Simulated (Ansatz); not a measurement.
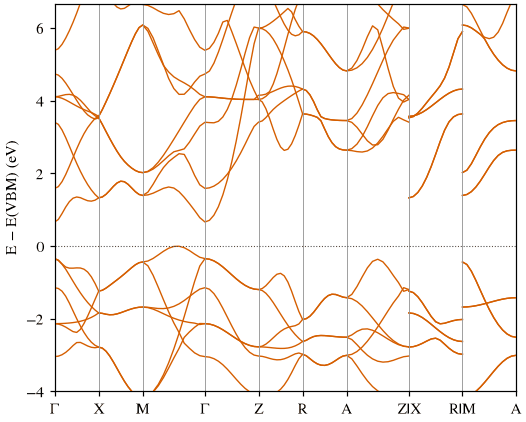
Band structure from plane-wave PAW PBE (Ansatz code)

Q: Read off the gap and where the band edges lie.

A: About 0.7 eV (0.66 eV by a search for the band edges); maximum on the M–Γ line, 55 % of the way from M, minimum at Γ.

The material is YN in space group P4/nmm (No. 129; Y on 2c, N on 2a).

A made-up cell: these elements were put on the sites of a structure type; neither database checked (COD, Materials Project) lists it. COD files the formula under space group No. 225, so this cell is another polymorph or a model. Its standing as an ambient phase is unchecked. The PBE relaxation kept the symmetry of its start; whether a distortion lowers the energy is not shown. The run is not spin-polarised. Scalar-relativistic: spin–orbit coupling is off unless named, which matters more the heavier the elements.

Potentials: the later of the program's two PAW sets.
